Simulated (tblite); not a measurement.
Geometry relaxation of C₅H₉FO₂Si (part 1 of 2)

- system: C₅H₉FO₂Si
- method: GFN2-xTB geometry optimisation, gas phase (tblite 0.8.0)

It belongs to a series of runs on one base structure; here: H on Si replaced by OC2H5.

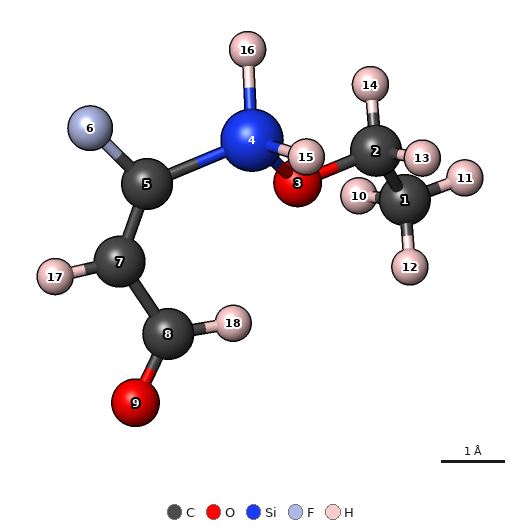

**Figure 1.** The structure as given in the input (ball-and-stick view, seen at a tilt; atoms are numbered from 1 in the order of the input).

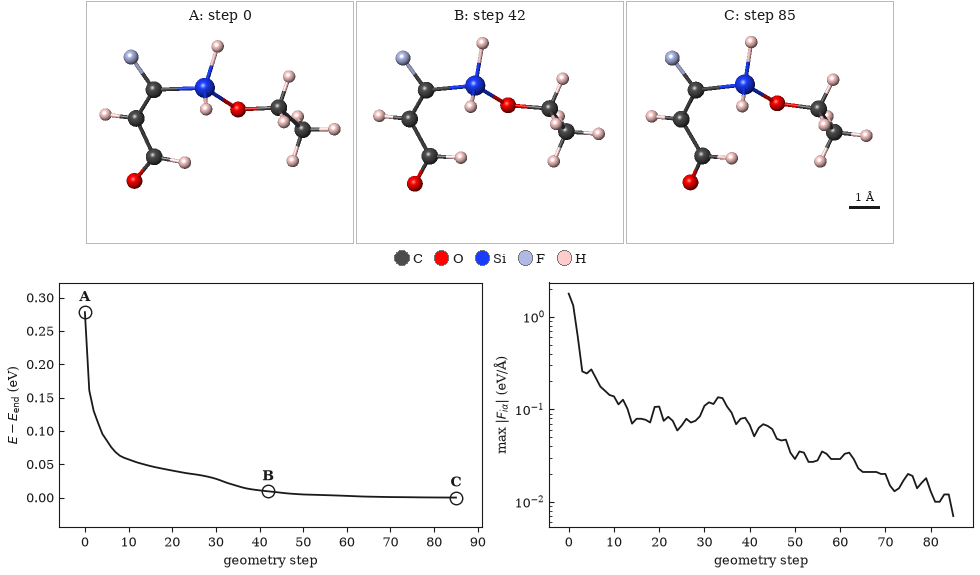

**Figure 2.** Frames of the relaxation (ball-and-stick view, seen at a tilt) above the curves, on which the letters mark them (steps are counted from 0).

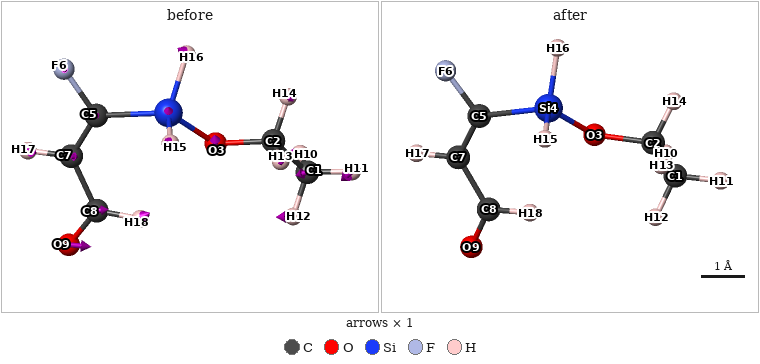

**Figure 3.** Before (left) and after (right) the relaxation, at one scale (ball-and-stick view, seen at a tilt). The pink arrows give the displacements, at true length. After 85 geometry steps the energy has fallen by 0.278 eV. The largest force component goes from 1.8 to 0.007 eV/Å. The largest move after the best rigid fit is that of O9, 0.54 Å. Largest moves by element: O 0.54 Å, H 0.44 Å, C 0.32 Å, Si 0.23 Å, F 0.13 Å. Distances before and after: O3–Si4 1.682 → 1.609 Å, Si4–C5 1.846 → 1.902 Å, C7–C8 1.486 → 1.454 Å, C8–O9 1.225 → 1.206 Å. Among the angles that change: C2–O3–Si4 117.6° → 130.8°, O3–Si4–C5 111.7° → 103.5°, O3–Si4–H16 107.5° → 112.9°. (Atoms are counted from 1 in the order of the input.)

These pictures come from the run below.

Input file
```
{"job": {"kind": "relax", "xc": "GFN2-xTB", "basis": "xTB"}, "charge": 0, "multiplicity": 1}
C      2.432900     0.738200     1.235300
C      1.901100     0.756200    -0.200600
O      0.657000     0.082400    -0.208200
Si    -0.161300    -0.026600    -1.673900
C     -1.694500    -1.043500    -1.525600
F     -1.984500    -1.797600    -2.627200
C     -2.561500    -1.128900    -0.520100
C     -2.485300    -0.415900     0.781700
O     -3.357500    -0.578100     1.627100
H      2.529100    -0.287500     1.603600
H      3.390200     1.242000     1.301200
H      1.714800     1.239800     1.908000
H      1.791500     1.791400    -0.517900
H      2.627700     0.234200    -0.843000
H     -0.508500     1.349100    -2.099400
H      0.763800    -0.614500    -2.653700
H     -3.423500    -1.782000    -0.609200
H     -1.640400     0.247600     0.943600
```

The first line tells a small driver script what to run in tblite; the rest is the geometry in Å.

Launched with:
```bash
OMP_NUM_THREADS=1 python <driver script> task.json out
```

Output
```
step      E/eV     max force
  0    -812.97602    2.164
  1    -813.09330    1.811
  2    -813.12395    0.728
  3    -813.14184    0.358
  4    -813.15865    0.328
  5    -813.16839    0.322
  6    -813.17836    0.223
  7    -813.18587    0.187
  8    -813.19137    0.164
  9    -813.19455    0.149
 10    -813.19689    0.145
 11    -813.19929    0.116
 12    -813.20152    0.136
 13    -813.20339    0.103
 14    -813.20518    0.082
 15    -813.20689    0.091
 16    -813.20842    0.110
 17    -813.20978    0.112
 18    -813.21109    0.086
 19    -813.21239    0.114
 20    -813.21366    0.112
 21    -813.21488    0.079
 22    -813.21610    0.087
 23    -813.21727    0.076
 24    -813.21828    0.076
 25    -813.21917    0.085
 26    -813.22013    0.089
 27    -813.22127    0.086
 28    -813.22261    0.085
 29    -813.22415    0.092
 30    -813.22599    0.132
 31    -813.22825    0.150
 32    -813.23077    0.125
 33    -813.23302    0.138
 34    -813.23497    0.136
 35    -813.23694    0.123
 36    -813.23886    0.116
 37    -813.24044    0.094
 38    -813.24161    0.081
 39    -813.24252    0.085
 40    -813.24337    0.075
 41    -813.24416    0.057
 42    -813.24484    0.066
 43    -813.24547    0.072
 44    -813.24617    0.069
 45    -813.24696    0.063
 46    -813.24769    0.063
 47    -813.24825    0.061
 48    -813.24871    0.061
 49    -813.24915    0.045
 50    -813.24951    0.032
 51    -813.24974    0.039
 52    -813.24991    0.038
 53    -813.25009    0.031
 54    -813.25030    0.031
 55    -813.25052    0.031
 56    -813.25072    0.037
 57    -813.25092    0.036
 58    -813.25115    0.036
 59    -813.25139    0.033
 60    -813.25164    0.038
 61    -813.25190    0.043
 62    -813.25219    0.043
 63    -813.25246    0.040
 64    -813.25267    0.028
 65    -813.25281    0.024
 66    -813.25293    0.022
 67    -813.25306    0.024
 68    -813.25320    0.024
 69    -813.25331    0.025
 70    -813.25341    0.024
 71    -813.25349    0.020
 72    -813.25354    0.016
 73    -813.25358    0.017
 74    -813.25364    0.023
 75    -813.25372    0.028
 76    -813.25382    0.027
 77    -813.25389    0.019
 78    -813.25394    0.017
 79    -813.25398    0.018
 80    -813.25403    0.016
 81    -813.25407    0.011
 82    -813.25410    0.011
 83    -813.25413    0.013
 84    -813.25415    0.013
 85    -813.25417    0.008
```

Trajectory as extended XYZ (Å, eV, eV/Å), 27 of the 86 frames kept, from step=0 to step=85
```
18
Properties=species:S:1:pos:R:3:forces:R:3 step=0 energy=-812.97602
C     2.4329    0.7382    1.2353   -0.5540  -0.0110   0.4260
C     1.9011    0.7562   -0.2006    0.3150  -0.4700   0.9390
O     0.6570    0.0824   -0.2082   -0.6260   0.0450  -1.6230
Si   -0.1613   -0.0266   -1.6739    1.7820   0.9830   0.7350
C    -1.6945   -1.0435   -1.5256   -0.7030  -0.7470   0.0300
F    -1.9845   -1.7976   -2.6272    0.2460   0.4020   0.3690
C    -2.5615   -1.1289   -0.5201   -0.2230   0.2080   0.8310
C    -2.4853   -0.4159    0.7817   -1.5280  -0.9430   0.1050
O    -3.3575   -0.5781    1.6271    1.1840   0.3400  -0.8860
H     2.5291   -0.2875    1.6036    0.0650   0.1720  -0.2180
H     3.3902    1.2420    1.3012    0.0320   0.0020  -0.0470
H     1.7148    1.2398    1.9080    0.3320  -0.1200  -0.3570
H     1.7915    1.7914   -0.5179   -0.0950   0.0380  -0.2470
H     2.6277    0.2342   -0.8430   -0.2780   0.1860  -0.0580
H    -0.5085    1.3491   -2.0994   -0.0480  -0.2220   0.0260
H     0.7638   -0.6145   -2.6537   -0.1890  -0.0590   0.0220
H    -3.4235   -1.7820   -0.6092   -0.0010   0.0450  -0.0010
H    -1.6404    0.2476    0.9436    0.2890   0.1520  -0.0460
18
Properties=species:S:1:pos:R:3:forces:R:3 step=3 energy=-813.14184
C     2.4235    0.7362    1.2475   -0.0220  -0.0290   0.0720
C     1.9051    0.7475   -0.1767    0.0120   0.0270   0.0420
O     0.6515    0.0878   -0.2479    0.1620   0.0870  -0.0940
Si   -0.1237   -0.0033   -1.6646   -0.0420   0.0330  -0.2180
C    -1.7003   -1.0531   -1.5140    0.2290   0.0990   0.2570
F    -1.9772   -1.7858   -2.6170    0.1470   0.2020   0.1710
C    -2.5709   -1.1307   -0.5057   -0.0110  -0.0720  -0.0170
C    -2.4997   -0.4306    0.7699   -0.1940  -0.0590   0.1600
O    -3.3451   -0.5716    1.6243    0.2280   0.1090  -0.0930
H     2.5318   -0.2844    1.5978    0.0510  -0.0890   0.0030
H     3.3867    1.2400    1.2992   -0.0690  -0.0380  -0.0210
H     1.7205    1.2400    1.9012   -0.0450   0.0860   0.0590
H     1.7893    1.7847   -0.5236   -0.0010  -0.1610  -0.0060
H     2.6174    0.2407   -0.8431   -0.1110   0.0830   0.0560
H    -0.5105    1.3428   -2.0995   -0.0610   0.0160  -0.0600
H     0.7578   -0.6175   -2.6548   -0.0550  -0.0870  -0.1070
H    -3.4265   -1.7815   -0.6084   -0.1860  -0.0770   0.0050
H    -1.6384    0.2451    0.9371   -0.0320  -0.1310  -0.2110
18
Properties=species:S:1:pos:R:3:forces:R:3 step=7 energy=-813.18587
C     2.4139    0.7293    1.2629    0.0110   0.0040  -0.0520
C     1.9070    0.7477   -0.1650   -0.0590   0.0040  -0.0870
O     0.6620    0.0961   -0.2774   -0.0490  -0.0490   0.0770
Si   -0.1134    0.0101   -1.6908   -0.0260   0.0030   0.0340
C    -1.6724   -1.0446   -1.4649   -0.1560  -0.0110   0.0630
F    -1.9392   -1.7442   -2.5870    0.1050  -0.0440  -0.1220
C    -2.5845   -1.1481   -0.4946    0.0270  -0.0230   0.0090
C    -2.5095   -0.4423    0.7692   -0.0100   0.0210   0.1520
O    -3.3340   -0.5533    1.6430   -0.0020   0.0530   0.0730
H     2.5392   -0.2973    1.5999   -0.0690   0.0680   0.0500
H     3.3763    1.2338    1.2977   -0.0110  -0.0120   0.0510
H     1.7153    1.2512    1.9124    0.0220  -0.0980   0.0280
H     1.7903    1.7721   -0.5256    0.0340   0.1570   0.0580
H     2.6099    0.2511   -0.8365    0.1760  -0.0620   0.0060
H    -0.5258    1.3502   -2.1174   -0.0290   0.0100  -0.1010
H     0.7446   -0.6378   -2.6828   -0.0850  -0.0200  -0.0890
H    -3.4514   -1.7900   -0.6121    0.0590   0.0070  -0.0740
H    -1.6368    0.2221    0.8907    0.0610  -0.0070  -0.0760
18
Properties=species:S:1:pos:R:3:forces:R:3 step=10 energy=-813.19689
C     2.4107    0.7284    1.2608    0.0050   0.0040   0.0010
C     1.9055    0.7489   -0.1709    0.0570   0.0230   0.0390
O     0.6597    0.0938   -0.2782    0.0860   0.0630  -0.0610
Si   -0.1158    0.0121   -1.6938   -0.0310   0.0120   0.0070
C    -1.6755   -1.0432   -1.4532    0.0170   0.0310  -0.0580
F    -1.9177   -1.7362   -2.5883   -0.0150  -0.0390   0.0120
C    -2.5884   -1.1544   -0.4855    0.0070  -0.0100  -0.0270
C    -2.5115   -0.4445    0.7799    0.0100   0.0000  -0.0220
O    -3.3321   -0.5422    1.6584    0.0780   0.0620   0.0220
H     2.5335   -0.2950    1.6060   -0.0500   0.0140  -0.0060
H     3.3735    1.2315    1.3029   -0.0090  -0.0060   0.0230
H     1.7155    1.2439    1.9185   -0.0160  -0.0440  -0.0160
H     1.7943    1.7837   -0.5196    0.0190  -0.0600   0.0340
H     2.6246    0.2489   -0.8325   -0.0280   0.0470   0.0500
H    -0.5329    1.3529   -2.1336    0.0120  -0.0840  -0.0460
H     0.7302   -0.6449   -2.6995   -0.1380   0.0390   0.0180
H    -3.4527   -1.7928   -0.6209   -0.0010  -0.0400  -0.0130
H    -1.6297    0.2155    0.8713   -0.0040  -0.0120   0.0410
18
Properties=species:S:1:pos:R:3:forces:R:3 step=13 energy=-813.20339
C     2.4094    0.7279    1.2615   -0.0150  -0.0160   0.0850
C     1.9121    0.7528   -0.1690    0.0290   0.0080   0.0180
O     0.6691    0.1006   -0.2879   -0.0280  -0.0050  -0.0070
Si   -0.1209    0.0158   -1.6931   -0.0120  -0.0080   0.0220
C    -1.6779   -1.0390   -1.4520   -0.0080  -0.0380   0.0020
F    -1.9060   -1.7375   -2.5880   -0.0530  -0.0070   0.0580
C    -2.5902   -1.1599   -0.4837   -0.0160   0.0270  -0.0080
C    -2.5099   -0.4455    0.7827    0.0470   0.0070  -0.0890
O    -3.3197   -0.5259    1.6720    0.0220  -0.0120  -0.0330
H     2.5224   -0.2928    1.6091    0.0140  -0.1010  -0.0120
H     3.3709    1.2293    1.3106    0.0330   0.0100   0.0330
H     1.7120    1.2331    1.9206   -0.0740   0.0640   0.0170
H     1.8006    1.7858   -0.5110    0.0320   0.0510  -0.0250
H     2.6331    0.2538   -0.8238    0.0390   0.0200  -0.0330
H    -0.5365    1.3433   -2.1526   -0.0240   0.0390  -0.0410
H     0.6993   -0.6445   -2.7094   -0.0410  -0.0200  -0.0390
H    -3.4523   -1.8004   -0.6286    0.0150  -0.0260   0.0330
H    -1.6244    0.2094    0.8642    0.0420   0.0080   0.0190
18
Properties=species:S:1:pos:R:3:forces:R:3 step=16 energy=-813.20842
C     2.4063    0.7247    1.2733   -0.0180  -0.0120  -0.0300
C     1.9211    0.7581   -0.1645   -0.0290   0.0090  -0.0210
O     0.6765    0.1075   -0.2969    0.0020   0.0080   0.0270
Si   -0.1274    0.0194   -1.6924    0.0070   0.0280  -0.0440
C    -1.6796   -1.0398   -1.4487   -0.0020  -0.0180   0.0130
F    -1.9042   -1.7407   -2.5804   -0.0490  -0.0520  -0.0370
C    -2.5944   -1.1618   -0.4842   -0.0050   0.0100   0.0170
C    -2.5032   -0.4441    0.7767    0.0170   0.0380   0.0640
O    -3.3036   -0.5135    1.6761   -0.0180  -0.0410  -0.0590
H     2.5146   -0.3036    1.6098    0.0040   0.0340  -0.0030
H     3.3706    1.2270    1.3237   -0.0600  -0.0480   0.0790
H     1.6992    1.2323    1.9244    0.0180  -0.0080  -0.0090
H     1.8114    1.7927   -0.5064    0.0390   0.0200   0.0140
H     2.6450    0.2622   -0.8198    0.0280   0.0170   0.0030
H    -0.5434    1.3399   -2.1747   -0.0250   0.0340   0.0090
H     0.6657   -0.6476   -2.7240    0.0140  -0.0370  -0.0350
H    -3.4505   -1.8110   -0.6294    0.0140   0.0120   0.0590
H    -1.6131    0.2045    0.8590    0.0620   0.0060  -0.0470
18
Properties=species:S:1:pos:R:3:forces:R:3 step=20 energy=-813.21366
C     2.3976    0.7199    1.2781   -0.0140   0.0030   0.0030
C     1.9271    0.7651   -0.1645    0.0120   0.0040  -0.0060
O     0.6810    0.1174   -0.3062   -0.0110   0.0320  -0.1070
Si   -0.1326    0.0252   -1.6999   -0.0050  -0.0300  -0.0450
C    -1.6824   -1.0458   -1.4512    0.0100   0.0120  -0.0420
F    -1.9167   -1.7564   -2.5775    0.0150   0.0100   0.0250
C    -2.5933   -1.1589   -0.4822    0.0640  -0.0190   0.0060
C    -2.4899   -0.4372    0.7756    0.0110  -0.0370  -0.0390
O    -3.2936   -0.5099    1.6708    0.0250   0.0490   0.0450
H     2.5062   -0.3087    1.6094   -0.0470  -0.0180   0.0070
H     3.3607    1.2161    1.3548    0.0200   0.0120   0.0090
H     1.6889    1.2287    1.9252   -0.0340  -0.0330   0.0070
H     1.8300    1.8038   -0.4989   -0.0130   0.0040   0.0090
H     2.6601    0.2746   -0.8151   -0.0220  -0.0080   0.0050
H    -0.5547    1.3435   -2.1906   -0.0040  -0.0090   0.0460
H     0.6377   -0.6568   -2.7423    0.0310   0.0030   0.0110
H    -3.4449   -1.8170   -0.6129    0.0020   0.0390   0.0520
H    -1.5899    0.2026    0.8491   -0.0390  -0.0120   0.0130
18
Properties=species:S:1:pos:R:3:forces:R:3 step=23 energy=-813.21727
C     2.3880    0.7155    1.2821   -0.0040  -0.0160   0.0440
C     1.9321    0.7719   -0.1652   -0.0050   0.0120  -0.0080
O     0.6855    0.1316   -0.3317    0.0020  -0.0110   0.0230
Si   -0.1363    0.0276   -1.7172   -0.0030  -0.0070  -0.0150
C    -1.6814   -1.0474   -1.4544   -0.0180  -0.0130   0.0210
F    -1.9206   -1.7659   -2.5725    0.0140  -0.0050  -0.0370
C    -2.5842   -1.1627   -0.4780   -0.0130  -0.0200   0.0250
C    -2.4788   -0.4369    0.7742    0.0250   0.0220   0.0360
O    -3.2797   -0.4973    1.6740    0.0460   0.0270  -0.0100
H     2.4908   -0.3139    1.6105   -0.0500  -0.0570  -0.0070
H     3.3522    1.2072    1.3816   -0.0020   0.0130  -0.0470
H     1.6756    1.2192    1.9274   -0.0750  -0.0050   0.0130
H     1.8431    1.8126   -0.4907   -0.0170   0.0500  -0.0140
H     2.6690    0.2835   -0.8096    0.0270  -0.0310  -0.0340
H    -0.5660    1.3451   -2.1970   -0.0150   0.0140   0.0070
H     0.6201   -0.6657   -2.7583    0.0640  -0.0010  -0.0310
H    -3.4415   -1.8157   -0.5918    0.0180  -0.0050  -0.0120
H    -1.5766    0.1976    0.8384    0.0060   0.0340   0.0450
18
Properties=species:S:1:pos:R:3:forces:R:3 step=26 energy=-813.22013
C     2.3790    0.7106    1.2879   -0.0520  -0.0130  -0.0470
C     1.9354    0.7778   -0.1675   -0.0080  -0.0090   0.0080
O     0.6878    0.1400   -0.3473    0.0150  -0.0140   0.0260
Si   -0.1384    0.0267   -1.7310    0.0400   0.0100   0.0210
C    -1.6826   -1.0511   -1.4577    0.0340  -0.0140   0.0180
F    -1.9241   -1.7741   -2.5739   -0.0050   0.0170   0.0100
C    -2.5759   -1.1664   -0.4723    0.0030   0.0180   0.0010
C    -2.4659   -0.4337    0.7760    0.0230   0.0300   0.0160
O    -3.2662   -0.4859    1.6761   -0.0030   0.0020   0.0230
H     2.4721   -0.3241    1.6095   -0.0250   0.0230  -0.0280
H     3.3449    1.2023    1.3936   -0.0790  -0.0370  -0.0170
H     1.6566    1.2103    1.9292    0.0010  -0.0230  -0.0320
H     1.8493    1.8238   -0.4868    0.0050  -0.0490   0.0040
H     2.6762    0.2860   -0.8098   -0.0250   0.0410   0.0250
H    -0.5752    1.3478   -2.1969   -0.0080  -0.0160  -0.0170
H     0.6210   -0.6704   -2.7710    0.0240   0.0330  -0.0010
H    -3.4366   -1.8147   -0.5766   -0.0010  -0.0430  -0.0220
H    -1.5661    0.2012    0.8402    0.0600   0.0450   0.0140
18
Properties=species:S:1:pos:R:3:forces:R:3 step=29 energy=-813.22415
C     2.3561    0.7004    1.2895   -0.0310  -0.0030  -0.0320
C     1.9370    0.7842   -0.1696   -0.0490  -0.0360  -0.0170
O     0.6930    0.1482   -0.3646   -0.0500  -0.0410  -0.0220
Si   -0.1346    0.0270   -1.7469   -0.0200  -0.0220   0.0170
C    -1.6777   -1.0588   -1.4572    0.0530   0.0320   0.0100
F    -1.9291   -1.7820   -2.5735    0.0010   0.0370   0.0840
C    -2.5640   -1.1686   -0.4629    0.0570   0.0430  -0.0010
C    -2.4429   -0.4231    0.7823    0.0000  -0.0150  -0.0480
O    -3.2442   -0.4677    1.6823    0.0290   0.0110   0.0120
H     2.4394   -0.3369    1.6023   -0.0020  -0.0040  -0.0270
H     3.3200    1.1886    1.4073   -0.0110  -0.0170   0.0400
H     1.6265    1.1940    1.9261   -0.0110   0.0060  -0.0280
H     1.8586    1.8325   -0.4812   -0.0170  -0.0320  -0.0020
H     2.6839    0.2966   -0.8068   -0.0020   0.0270   0.0140
H    -0.5904    1.3482   -2.2012    0.0170  -0.0570  -0.0270
H     0.6272   -0.6699   -2.7902   -0.0200   0.0730   0.0460
H    -3.4269   -1.8205   -0.5594    0.0800   0.0400   0.0140
H    -1.5406    0.2142    0.8454   -0.0260  -0.0410  -0.0360
18
Properties=species:S:1:pos:R:3:forces:R:3 step=33 energy=-813.23302
C     2.2897    0.6711    1.2916    0.0460  -0.0030   0.0580
C     1.9310    0.7941   -0.1778    0.0280   0.0130   0.0190
O     0.6984    0.1609   -0.4178    0.0240  -0.0270   0.0540
Si   -0.1348    0.0282   -1.7880   -0.0110   0.0470  -0.0050
C    -1.6516   -1.0665   -1.4461   -0.0460   0.0310  -0.0070
F    -1.9365   -1.7948   -2.5477    0.0170  -0.0580  -0.0250
C    -2.5195   -1.1650   -0.4356    0.0190  -0.0020   0.0320
C    -2.3825   -0.3987    0.7913    0.0110   0.0160   0.0680
O    -3.1724   -0.4128    1.7030   -0.0060  -0.0230  -0.0110
H     2.3518   -0.3748    1.5772   -0.0030  -0.0310  -0.0060
H     3.2509    1.1451    1.4652    0.0310   0.0040   0.0420
H     1.5406    1.1534    1.9123   -0.0420   0.0170  -0.0160
H     1.8780    1.8500   -0.4647   -0.1350   0.0110  -0.0250
H     2.7091    0.3316   -0.7937   -0.0260  -0.0820  -0.0430
H    -0.6289    1.3326   -2.2347    0.0040   0.0340  -0.0680
H     0.6205   -0.6521   -2.8381    0.0230   0.0110  -0.0330
H    -3.3773   -1.8255   -0.5100    0.0420   0.0430   0.0150
H    -1.4753    0.2296    0.8351    0.0240  -0.0010  -0.0510
```
